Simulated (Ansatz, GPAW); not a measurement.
# Si/Mo(110): simulated STM images

What would a tunnelling microscope show on Si/Mo(110)?

Program: GPAW 26.7.0 and Ansatz 0.2.0. Level of theory: Ansatz plane waves; slab in vacuum with a dipole correction, relaxation; PAW set soft_1, in the first sound run; inputs show where later runs differ. Results are calculated unless marked as measured.

### Step 1. The structure

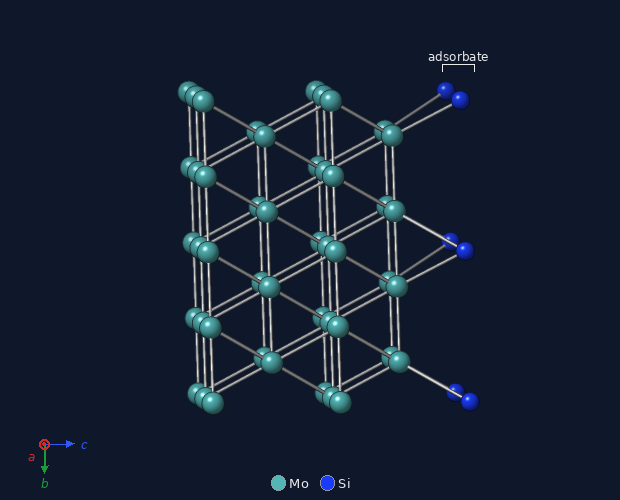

The cell as given, from the side, with the c axis across the page (molybdenum teal, silicon blue). 1×2×1 cells are drawn. Some periodic images of atoms are drawn too.

The cell holds 17 atoms: 16 Mo and 1 Si. Cell: a = 5.456 Å, b = 5.456 Å, c = 24.976 Å, α = 90.0°, β = 90.0°, γ = 70.5°. Vacuum lies along c.

### Step 2. Relaxing the atoms

The atoms are relaxed first, since the surface dipole, and with it the work function, follows the positions of the outer layers. The lowest 8 atoms are held at bulk positions and keep their forces.

The input, input.yaml:

```yaml
crystal:
  lattice:
    - [4.4547727215, -3.15, 0.0]
    - [4.4547727215, 3.15, 0.0]
    - [0.0, 0.0, 24.9759945711]
  atoms:
    - { symbol: Mo, position: [0.0, 0.0, 0.3203075648] }
    - { symbol: Mo, position: [0.25, 0.25, 0.4094886525] }
    - { symbol: Mo, position: [0.0, 0.0, 0.4986697401] }
    - { symbol: Mo, position: [0.25, 0.25, 0.5878508277] }
    - { symbol: Mo, position: [0.0, 0.5, 0.3203075648] }
    - { symbol: Mo, position: [0.25, 0.75, 0.4094886525] }
    - { symbol: Mo, position: [0.0, 0.5, 0.4986697401] }
    - { symbol: Mo, position: [0.25, 0.75, 0.5878508277] }
    - { symbol: Mo, position: [0.5, 0.0, 0.3203075648] }
    - { symbol: Mo, position: [0.75, 0.25, 0.4094886525] }
    - { symbol: Mo, position: [0.5, 0.0, 0.4986697401] }
    - { symbol: Mo, position: [0.75, 0.25, 0.5878508277] }
    - { symbol: Mo, position: [0.5, 0.5, 0.3203075648] }
    - { symbol: Mo, position: [0.75, 0.75, 0.4094886525] }
    - { symbol: Mo, position: [0.5, 0.5, 0.4986697401] }
    - { symbol: Mo, position: [0.75, 0.75, 0.5878508277] }
    - { symbol: Si, position: [0.0, 0.0, 0.6796924352] }
kpoints:
  mp_grid: { grid: [6, 6, 1] }
hamiltonian:
  xc: pbe
  pseudopotentials: { kind: paw, azcp: { folder: soft_1 } }
scf:
  occupations: { method: fermi_dirac, width: 0.1 }
efield:
  axis: 3
  dipole_correction: true
  ramp_width: 0.05
relax:
  f_tol: 0.02
  max_steps: 60
  constraints: [{ sites: [0, 1, 4, 5, 8, 9, 12, 13] }]
output:
  write_potential: true
  write_density: true
  volumetric_format: npy
```

Launch:

```sh
> ansatz run input.yaml --threads 4 --pin off --max-ram 8192MiB --backend cpu --events-out ev --progress --plain --runs-dir out
```

Numbers of over 12 decimals in the logs are rounded to 6 here.

What it wrote:

```text
Engine: ansatz 0.2.0, x86_64-unknown-linux-gnu
Pseudopotentials: kind: paw
Pseudopotential: Mo, paw, valence charge 14, recommended cutoff 420 eV (normal), soft_1/Mo.paw.azcp
Pseudopotential: Si, paw, valence charge 4, recommended cutoff 420 eV (normal), soft_1/Si.paw.azcp
Functional definition: PBE
  parameter kappa = 0.804
  parameter beta = 0.066725
  exchange = pbe_x(kappa = kappa, mu = beta*pi^2/3)
  correlation = pbe_c(beta = beta)
Crystal: 17 atoms, lattice volume = 700.953 Å³
Basis set: ecut = 420 eV, 13683 PW (Γ), exchange–correlation on 80×80×360 points (8 copies of the dense FFT grid, shifted against one another)
Bands: 137, of which v1, the nominal top of the filled ones, is band 114 counted from 1 (113 counted from 0)
Symmetry: 4 space group operations
Space group: Cmm2 (ITA 35), of the structure as read, at distance tolerance 8.9e-5 Å
k-points: 13 of 36
Non-local potential: Mo, projectors of the file, l = 0: 3, l = 1: 2, l = 2: 2, l = 3: 1
Non-local potential: Si, projectors of the file, l = 0: 2, l = 1: 2, l = 2: 1
PAW form: soft (Blöchl's): semilocal exchange-correlation on the pseudo side does not see the compensation charge
PAW one-centre angular grid: Mo, 590 points (default); XC on 64 Gauss nodes
PAW one-centre angular grid: Si, 110 points (default); XC on 64 Gauss nodes
Initial density: superposition of atomic densities (neutral atoms: chi_scale 0, normalization atom)
Initial wavefunctions: pseudopotential atomic-orbital guess
Functional: x = pbe(κ = 0.804, μ = 0.219515), c = pbe(β = 0.066725)
SCF iter   1: F=—  HF=-79934.913342 eV  |F-HF|=—  |Δ(HF+E_count)|=         —  Δρ=6.28e-2  dr2=6.84e1  ethr=3.10e-3  p=0.000 e·Å  D=7.38e-8 V/Å  ΔV_dip=-0.00 eV  dr2_dipole=2.23e0  V_vac-E_F(+/−)=6.15/6.15 eV  ⟨swp⟩=9.8  Hψ=8947  notcnv=0
efield: sawtooth ramp at fractional position 0.9750 (placed from the atoms, in the widest stretch of the axis that holds none; the zero of the levels goes with the place), width 0.0500; the density the first Hamiltonian is built on has a dipole p = 0.000 e·Å; the dipole correction subtracts the counter field D = 7.38e-8 V/Å, which shifts the + side's vacuum level by -0.00 eV against the − side's; the planar-averaged density in the ramp window peaks in size at 1.2e-6 e/Å³
preconditioner: auto → LDOS  [metal: Δε(μ)=0.017 eV  Ē_g=4.277 eV  σ=0.100 eV  W_gap=0.04  n_scr=124 (ndim 8)  ℏωp=14.0 eV  f_vac=0.530  D(μ)=12.66/eV (n_scr^D=76)  β→1.0]
SCF iter   2: F=—  HF=-79928.181130 eV  |F-HF|=—  |Δ(HF+E_count)|=    6.73e0  Δρ=4.27e-2  dr2=2.89e1  ethr=3.10e-3  p=-0.064 e·Å  D=-1.66e-2 V/Å  ΔV_dip=0.41 eV  dr2_dipole=3.32e-1  V_vac-E_F(+/−)=4.92/4.50 eV  ⟨swp⟩=4.2  Hψ=4859  notcnv=0
SCF iter   3: F=—  HF=-79923.114562 eV  |F-HF|=—  |Δ(HF+E_count)|=    5.07e0  Δρ=7.78e-3  dr2=9.30e-1  ethr=3.10e-3  p=-0.025 e·Å  D=-6.52e-3 V/Å  ΔV_dip=0.16 eV  dr2_dipole=2.01e-2  V_vac-E_F(+/−)=5.17/5.01 eV  ⟨swp⟩=3.5  Hψ=4088  notcnv=0
SCF iter   4: F=—  HF=-79922.943760 eV  |F-HF|=—  |Δ(HF+E_count)|=   1.71e-1  Δρ=2.74e-3  dr2=1.10e-1  ethr=4.08e-4  p=-0.041 e·Å  D=-1.06e-2 V/Å  ΔV_dip=0.27 eV  dr2_dipole=5.90e-5  V_vac-E_F(+/−)=5.07/4.80 eV  ⟨swp⟩=3.3  Hψ=3945  notcnv=0
SCF iter   5: F=—  HF=-79922.926788 eV  |F-HF|=—  |Δ(HF+E_count)|=   1.70e-2  Δρ=8.49e-4  dr2=9.52e-3  ethr=4.84e-5  p=-0.041 e·Å  D=-1.06e-2 V/Å  ΔV_dip=0.26 eV  dr2_dipole=2.01e-4  V_vac-E_F(+/−)=5.02/4.75 eV  ⟨swp⟩=2.4  Hψ=2778  notcnv=0
SCF iter   6: F=—  HF=-79922.928599 eV  |F-HF|=—  |Δ(HF+E_count)|=   1.81e-3  Δρ=3.39e-4  dr2=1.49e-3  ethr=4.17e-6  p=-0.043 e·Å  D=-1.11e-2 V/Å  ΔV_dip=0.28 eV  dr2_dipole=9.04e-5  V_vac-E_F(+/−)=4.99/4.71 eV  ⟨swp⟩=2.2  Hψ=2638  notcnv=0
SCF iter   7: F=—  HF=-79922.928850 eV  |F-HF|=—  |Δ(HF+E_count)|=   2.51e-4  Δρ=1.16e-4  dr2=2.77e-4  ethr=6.54e-7  p=-0.045 e·Å  D=-1.17e-2 V/Å  ΔV_dip=0.29 eV  dr2_dipole=7.30e-5  V_vac-E_F(+/−)=4.98/4.68 eV  ⟨swp⟩=2.2  Hψ=2565  notcnv=0
SCF iter   8: F=—  HF=-79922.928871 eV  |F-HF|=—  |Δ(HF+E_count)|=   2.10e-5  Δρ=7.59e-5  dr2=9.62e-5  ethr=1.22e-7  p=-0.047 e·Å  D=-1.20e-2 V/Å  ΔV_dip=0.30 eV  dr2_dipole=6.42e-6  V_vac-E_F(+/−)=4.97/4.67 eV  ⟨swp⟩=2.8  Hψ=2799  notcnv=0
SCF iter   9: F=-79922.928869 eV  HF=-79922.928871 eV  |F-HF|=1.43e-6  |Δ(HF+E_count)|=   5.38e-7  Δρ=1.72e-5  dr2=4.22e-6  ethr=4.39e-9  p=-0.047 e·Å  D=-1.22e-2 V/Å  ΔV_dip=0.31 eV  dr2_dipole=1.92e-10  V_vac-E_F(+/−)=4.97/4.66 eV  ⟨swp⟩=11.9  Hψ=17932  notcnv=0
SCF 1 converged in 9 iterations: F = -79922.928869 eV  dr2 = 4.22e-6
  greatest PAW one-centre occupation: 0.999 electrons in one spin orbital (limit 2), on the Mo atom at site 14 (counted from 0), in its partial waves of l = 0
relax step   1: F+E_penalty+E_count = -79922.92886911 eV  Δ(F+E_penalty+E_count) = +0.000e0 eV  max|allowed force component| = 2.721e0 eV/Å  Δτ_max = 0.0000 Å  (9 SCF iters, dr2 threshold 1.00e-5 eV, accepted)
Initial density: handed on by an earlier stage of this run
Initial wavefunctions: those handed on with the density
iter 1 solved again at ethr=5.35e-4 eV; its pass at ethr=3.10e-3 eV (dr2=1.22e0 eV) is discarded
SCF iter   1: F=—  HF=-79923.519115 eV  |F-HF|=—  |Δ(HF+E_count)|=         —  Δρ=4.11e-3  dr2=1.31e0  ethr=5.35e-4  p=-0.047 e·Å  D=-1.22e-2 V/Å  ΔV_dip=0.31 eV  dr2_dipole=5.07e-1  V_vac-E_F(+/−)=5.00/4.69 eV  ⟨swp⟩=1.9  Hψ=5383  notcnv=0
efield: sawtooth ramp at fractional position 0.9750 (handed on by an earlier solve), width 0.0500; the density the first Hamiltonian is built on has a dipole p = -0.047 e·Å; the dipole correction subtracts the counter field D = -1.22e-2 V/Å, which shifts the + side's vacuum level by +0.31 eV against the − side's; the planar-averaged density in the ramp window peaks in size at 1.6e-6 e/Å³
preconditioner: auto → LDOS  [metal: Δε(μ)=0.069 eV  Ē_g=3.821 eV  σ=0.100 eV  W_gap=0.17  n_scr=124 (ndim 8)  ℏωp=14.0 eV  f_vac=0.539  D(μ)=12.64/eV (n_scr^D=76)  β→1.0]
SCF iter   2: F=—  HF=-79923.486406 eV  |F-HF|=—  |Δ(HF+E_count)|=   3.27e-2  Δρ=2.40e-3  dr2=1.58e-1  ethr=5.35e-4  p=-0.056 e·Å  D=-1.45e-2 V/Å  ΔV_dip=0.36 eV  dr2_dipole=7.45e-3  V_vac-E_F(+/−)=5.01/4.65 eV  ⟨swp⟩=2.3  Hψ=2721  notcnv=0
SCF iter   3: F=—  HF=-79923.477247 eV  |F-HF|=—  |Δ(HF+E_count)|=   9.16e-3  Δρ=1.16e-3  dr2=2.87e-2  ethr=6.94e-5  p=-0.060 e·Å  D=-1.54e-2 V/Å  ΔV_dip=0.38 eV  dr2_dipole=5.00e-4  V_vac-E_F(+/−)=5.04/4.65 eV  ⟨swp⟩=2.4  Hψ=2830  notcnv=0
[...]
relax step   4: F+E_penalty+E_count = -79923.82353780 eV  Δ(F+E_penalty+E_count) = -5.222e-2 eV  max|allowed force component| = 3.878e-1 eV/Å  Δτ_max = 0.1947 Å  (6 SCF iters, dr2 threshold 3.62e-5 eV, accepted)
[...]
relax step   5: F+E_penalty+E_count = -79923.84890459 eV  Δ(F+E_penalty+E_count) = -2.537e-2 eV  max|allowed force component| = 5.165e-2 eV/Å  Δτ_max = 0.0361 Å  (5 SCF iters, dr2 threshold 1.37e-5 eV, accepted)
SCF iter   1: F=—  HF=-79923.849461 eV  |F-HF|=—  |Δ(HF+E_count)|=         —  Δρ=4.26e-4  dr2=1.61e-3  ethr=5.50e-6  p=-0.047 e·Å  D=-1.20e-2 V/Å  ΔV_dip=0.30 eV  dr2_dipole=9.98e-5  V_vac-E_F(+/−)=4.93/4.63 eV  ⟨swp⟩=2.5  Hψ=2945  notcnv=0
efield: sawtooth ramp at fractional position 0.9750 (handed on by an earlier solve), width 0.0500; the density the first Hamiltonian is built on has a dipole p = -0.047 e·Å; the dipole correction subtracts the counter field D = -1.20e-2 V/Å, which shifts the + side's vacuum level by +0.30 eV against the − side's; the planar-averaged density in the ramp window peaks in size at 2.2e-6 e/Å³
preconditioner: auto → LDOS  [metal: Δε(μ)=0.026 eV  Ē_g=3.862 eV  σ=0.100 eV  W_gap=0.06  n_scr=124 (ndim 8)  ℏωp=14.0 eV  f_vac=0.547  D(μ)=12.26/eV (n_scr^D=76)  β→1.0]
SCF iter   2: F=—  HF=-79923.849381 eV  |F-HF|=—  |Δ(HF+E_count)|=   7.96e-5  Δρ=1.71e-4  dr2=4.36e-4  ethr=7.08e-7  p=-0.047 e·Å  D=-1.21e-2 V/Å  ΔV_dip=0.30 eV  dr2_dipole=4.89e-6  V_vac-E_F(+/−)=4.93/4.63 eV  ⟨swp⟩=2.8  Hψ=3569  notcnv=0
SCF iter   3: F=—  HF=-79923.849332 eV  |F-HF|=—  |Δ(HF+E_count)|=   4.94e-5  Δρ=7.35e-5  dr2=8.67e-5  ethr=1.91e-7  p=-0.047 e·Å  D=-1.20e-2 V/Å  ΔV_dip=0.30 eV  dr2_dipole=8.50e-9  V_vac-E_F(+/−)=4.93/4.63 eV  ⟨swp⟩=2.6  Hψ=3061  notcnv=0
SCF iter   4: F=—  HF=-79923.849541 eV  |F-HF|=—  |Δ(HF+E_count)|=   2.08e-4  Δρ=1.81e-5  dr2=3.45e-6  ethr=3.80e-8  p=-0.047 e·Å  D=-1.20e-2 V/Å  ΔV_dip=0.30 eV  dr2_dipole=3.13e-11  V_vac-E_F(+/−)=4.93/4.63 eV  ⟨swp⟩=2.4  Hψ=2596  notcnv=0
SCF iter   5: F=—  HF=-79923.849540 eV  |F-HF|=—  |Δ(HF+E_count)|=   4.84e-7  Δρ=4.93e-6  dr2=2.90e-7  ethr=1.51e-9  p=-0.047 e·Å  D=-1.20e-2 V/Å  ΔV_dip=0.30 eV  dr2_dipole=2.13e-9  V_vac-E_F(+/−)=4.93/4.63 eV  ⟨swp⟩=2.8  Hψ=3329  notcnv=0
SCF iter   6: F=-79923.849540 eV  HF=-79923.849540 eV  |F-HF|=1.47e-8  |Δ(HF+E_count)|=   1.50e-7  Δρ=1.86e-6  dr2=5.02e-8  ethr=4.39e-11  p=-0.047 e·Å  D=-1.20e-2 V/Å  ΔV_dip=0.30 eV  dr2_dipole=1.05e-9  V_vac-E_F(+/−)=4.93/4.63 eV  ⟨swp⟩=11.1  Hψ=14253  notcnv=0
SCF 6 converged in 6 iterations: F = -79923.849540 eV  dr2 = 5.02e-8
relax step   6: F+E_penalty+E_count = -79923.84954018 eV  Δ(F+E_penalty+E_count) = -6.356e-4 eV  max|allowed force component| = 7.150e-3 eV/Å  Δτ_max = 0.0072 Å  (6 SCF iters, accepted)
NSCF: frozen V_eff on 13 k-points
the band table was solved once a step of the walk had ended and its energy, with any forces and stress, was formed, with the checks that follow a solve (7419 applications of the Hamiltonian). They found nothing against the state; the energy, forces and stress were not computed again (output.eigenvalues in the input reference)
WARN: The input density's exchange-correlation potential varies sharply where the density is thin. Do not read a vacuum level from v_tot or v_xc, or from such a field of the output density. On a cell that repeats whose density bears no net charge and no dipole along the vacuum's axis use v_es (v_loc + v_h of the components); under efield.dipole_correction with no amplitude use v_es + v_field, which holds any external [...]
SCF converged after 6 iterations
Free energy (F): -79923.849540 eV
Harris-Foulkes:  -79923.849540 eV  (|F-HF|=1.47e-8)
Internal energy: -79923.427030 eV  (E = F + TS)
E sigma→0 (E₀):  -79923.638285 eV
Entropy (-TS):   -0.422510 eV (-24.854 meV/atom)
Fermi energy:    4.794266 eV
Dipole field:    D = -0.012029 V/Å  (p = -0.046598 e·Å, saw-weighted, corrected)
Work function:   Φ+ = 4.9300 eV   Φ− = 4.6296 eV
Levels:          The Fermi level and band energies are counted from a zero that moves with the ramp; work functions are not
--- Per-component energies (eV) ---
  E_band       = -4493.036612
  E_kinetic    = 6774.907997
  E_local      = -300030.406957  (includes V_loc(G=0)·N_el)
  E_nonlocal   = 2401.113506
  E_hartree    = 146234.384421
  E_xc         = -2863.358292
  E_vxc        = -3545.540572  (∫ρ·V_xc dr)
  E_paw        = -51901.295982  (= ΣΔE_a)
  E_vpaw       = -2558.987659  (= ΣTr[D̂ρ^β])
  E_aug_tail   = 0.000827  (compensation charges beyond the density's cutoff)
  E_efield     = 0.000280  (sawtooth field / dipole correction)
  E_vefield    = -2.902767  (∫n·V_field dr)
  E_ewald      = 119461.227169
  E_smearing   = -0.422510  (= −TS)
  E_closure    = 0.000000  (closes the sum)
  Σ components = -79923.849540   (vs F -79923.849540, Δ=0.00e0)
--- Forces (eV/Å), atoms counted from 1 ---
  atom   1  Mo    -0.00000000     0.00000000     0.46840750
  atom   2  Mo    -0.06547119     0.00000000    -0.53598405
  atom   3  Mo    -0.00000000    -0.00000000     0.00226531
  atom   4  Mo     0.00252062    -0.00000000     0.00281013
  atom   5  Mo    -0.00000000     0.00000000     0.55259980
  atom   6  Mo     0.00000000    -0.01175020    -0.50138899
  atom   7  Mo     0.00000000     0.00000000     0.00033514
  atom   8  Mo     0.00000000     0.00080707    -0.00714961
  atom   9  Mo    -0.00000000    -0.00000000     0.55259980
  atom  10  Mo     0.00000000     0.01175020    -0.50138899
  atom  11  Mo    -0.00000000     0.00000000     0.00033514
  atom  12  Mo     0.00000000    -0.00080707    -0.00714961
  atom  13  Mo    -0.00000000     0.00000000     0.50452258
  atom  14  Mo     0.06547119    -0.00000000    -0.53598405
  atom  15  Mo     0.00000000    -0.00000000    -0.00144756
  atom  16  Mo    -0.00252062     0.00000000     0.00281013
  atom  17  Si    -0.00000000    -0.00000000     0.00378764
  max |Σ_I F_I| component: 1.97e-5 eV/Å
--- Band table (eV; the first three rows and the last of 13) ---
  k-point 0: bands = [... 110 lower, 5.2875, 5.3248, 5.6779, 5.7040, 5.7451, 5.7966, 5.9671, 6.0416, ... 19 higher]
  k-point 1: bands = [... 110 lower, 5.0940, 5.2228, 5.3375, 5.4112, 5.5187, 5.7705, 5.7928, 5.8461, ... 19 higher]
  k-point 2: bands = [... 110 lower, 4.3945, 4.4880, 4.5746, 4.6646, 5.0991, 5.2695, 5.3176, 5.5005, ... 19 higher]
  k-point 12: bands = [... 110 lower, 4.0737, 4.0936, 4.1129, 4.1611, 4.2481, 4.2814, 4.5139, 4.5651, ... 19 higher]
--- Relaxed structure (6 steps of the walk, 6 accepted, 0 SCFs on fresh bases) ---
  F+E_penalty+E_count = -79923.84954018 eV   max|allowed force component| = 7.150e-3 eV/Å
  atoms:
    - { symbol: Mo, position: [0.0, 0.0, 0.3203075648] }
    - { symbol: Mo, position: [0.250000, 0.250000, 0.409489] }
    - { symbol: Mo, position: [-1.0866661370200619e-19, -1.0866661370200657e-19, 0.499368] }
    - { symbol: Mo, position: [0.245479, 0.245479, 0.588313] }
    - { symbol: Mo, position: [-2.7755575615628914e-17, 0.5, 0.3203075648] }
    - { symbol: Mo, position: [0.250000, 0.75, 0.409489] }
    - { symbol: Mo, position: [-2.7755575615628914e-17, 0.5, 0.499900] }
    - { symbol: Mo, position: [0.260179, 0.739821, 0.585598] }
    - { symbol: Mo, position: [0.5, -2.7755575615628914e-17, 0.3203075648] }
    - { symbol: Mo, position: [0.75, 0.250000, 0.409489] }
    - { symbol: Mo, position: [0.5, -2.7755575615628914e-17, 0.499900] }
    - { symbol: Mo, position: [0.739821, 0.260179, 0.585598] }
    - { symbol: Mo, position: [0.500000, 0.500000, 0.3203075648] }
    - { symbol: Mo, position: [0.75, 0.75, 0.409489] }
    - { symbol: Mo, position: [0.500000, 0.500000, 0.498483] }
    - { symbol: Mo, position: [0.754521, 0.754521, 0.588313] }
    - { symbol: Si, position: [3.4001269881096356e-18, 3.4001269881096294e-18, 0.657843] }
```

It took 2.1 min on 4 threads of Intel Xeon 6975P-C (Granite Rapids), shared host; peak memory 2.4 GiB; 7.8 min of CPU time.

Step by step:

```csv
step,energy less that of the first step (eV),largest force component (eV/Å)
1,0.0000,2.7209
2,-0.5446,2.0847
3,-0.8425,0.6299
4,-0.8947,0.3878
5,-0.9200,0.0516
6,-0.9207,0.0072
```

The run keeps the 4 symmetry operations that it works with, so distortions that break them were not tested.

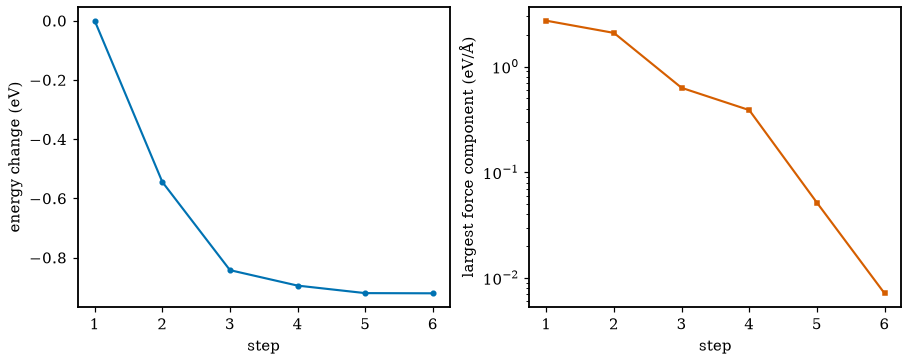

Energy and largest force along the relaxation.

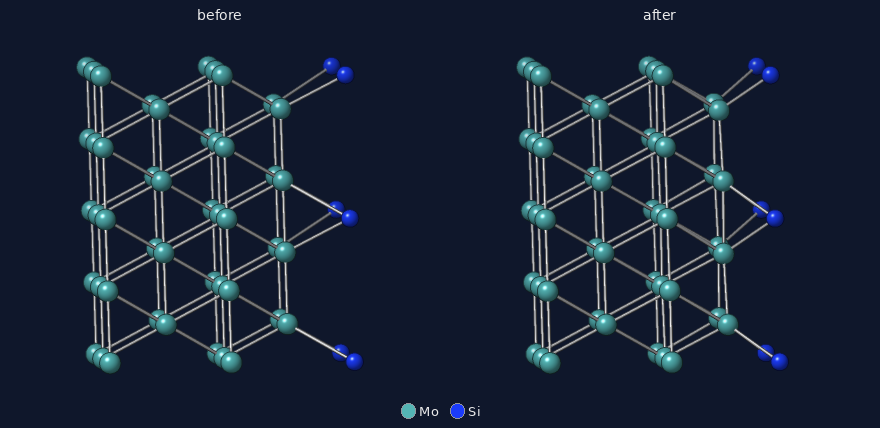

The structure before and after the relaxation, drawn at the same scale.

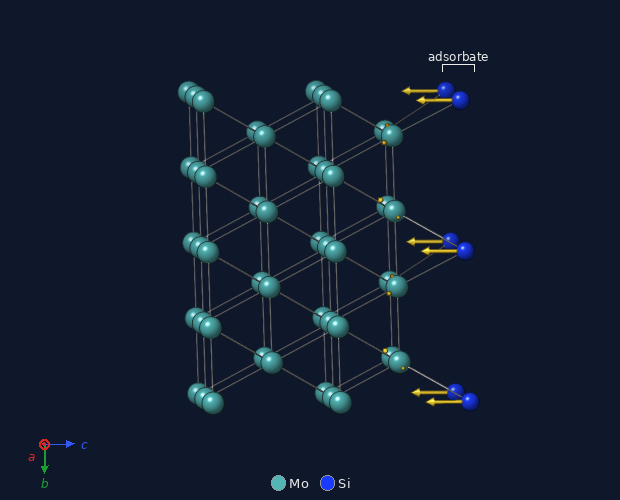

Displacements in the relaxation, exaggerated; the longest in the cell stands for 0.55 Å. 1×2×1 cells are drawn. Some periodic images of atoms are drawn too.

The atoms that moved most (Å):

```csv
atom,dx,dy,dz,length
Si17,0.000,0.000,-0.546,0.546
Mo12,0.000,0.064,-0.056,0.085
Mo8,0.000,-0.064,-0.056,0.085
Mo16,0.040,0.000,0.012,0.042
Mo4,-0.040,0.000,0.012,0.042
Mo7,0.000,0.000,0.031,0.031
Mo11,0.000,0.000,0.031,0.031
Mo3,0.000,0.000,0.017,0.017
```

This step gave:

```yaml
free_energy: -79923.8495 eV
smearing_term_ts: 0.4225 eV
symmetry_operations: 4
upper_work_function: 4.930 eV
lower_work_function: 4.630 eV
dipole_along_the_normal: -0.04660 e·Å
dipole_field: -0.01203 V/Å
vacuum_level_above: 9.724 eV
vacuum_level_below: 9.424 eV
```

The electrostatic potential energy of an electron (with the applied field's), less the Fermi level, planar mean oscillates, so the rows of the table below give means over windows of 1 Å about each position, cut where the curve ends. Its maxima inside the range that stand out by 2 % of the span (Å: eV): 9.2: -2.20, 11.4: -2.14, 13.6: -2.55. Its minima: 8.0: -22.5, 10.3: -23.0, 12.5: -23.0, 14.7: -22.5.

Electrostatic potential energy of an electron (with the applied field's), less the Fermi level, planar mean against z; means over each step:

```csv
z (Å),"electrostatic potential energy of an electron (with the applied field's), less the Fermi level, planar mean (eV)"
0,4.72
1,4.63
2,4.63
3,4.63
4,4.62
5,4.56
6,3.92
7,-2.97
8,-19.4
9,-5.72
10,-18.3
11,-8.50
12,-14.3
13,-13.2
14,-10.5
15,-16.4
16,-1.07
17,2.12
18,4.62
19,4.91
20,4.93
21,4.93
22,4.93
23,4.93
24,4.93
```

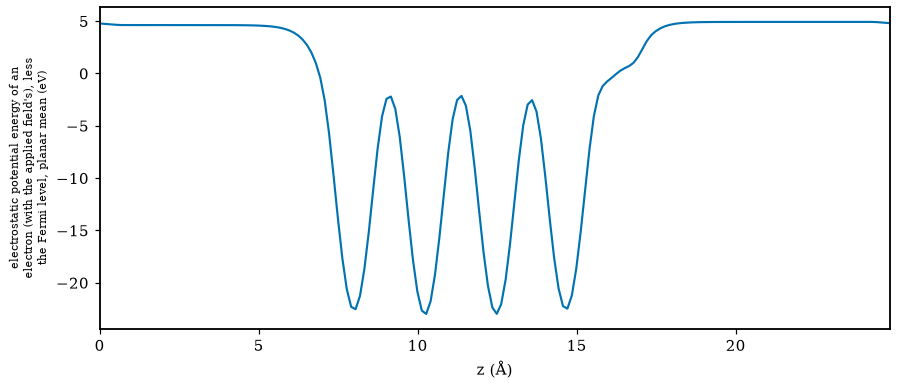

Electrostatic potential energy of an electron (with the applied field's), less the Fermi level, planar mean, plotted against z.

(Continued in part 2 of 3.)

[Logs are printed without paths, hosts, clocks, repeated set-up lines and the standing remarks that a program may print on its own settings, such as how far it seeks lower states.]

[Hosts, paths, dates, database ids (printed as entryN), source tags and the programs' standing remarks are cut or masked in the printed files.]
